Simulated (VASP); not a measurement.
Band structure of La2O3 (a-type). Level of theory: PBE GGA, VASP's PBE PAW potentials (set 64) (plane waves; VASP).

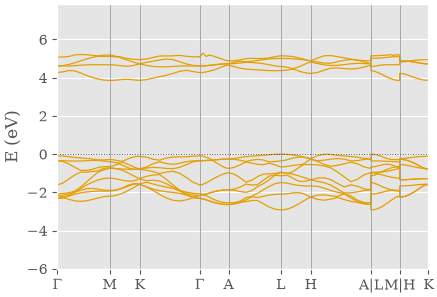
Fig. 1. Bands along high-symmetry lines, zero at the valence-band maximum or, without a gap, the Fermi level

Task: Read the plot: is there a gap, and where are the band edges?

Result: The gap is indirect, 3.85 eV, from the valence maximum at L to the conduction minimum at M. (Edges off the drawn lines would not show.)

The compound is La2O3 in the a-type structure. It was relaxed first.
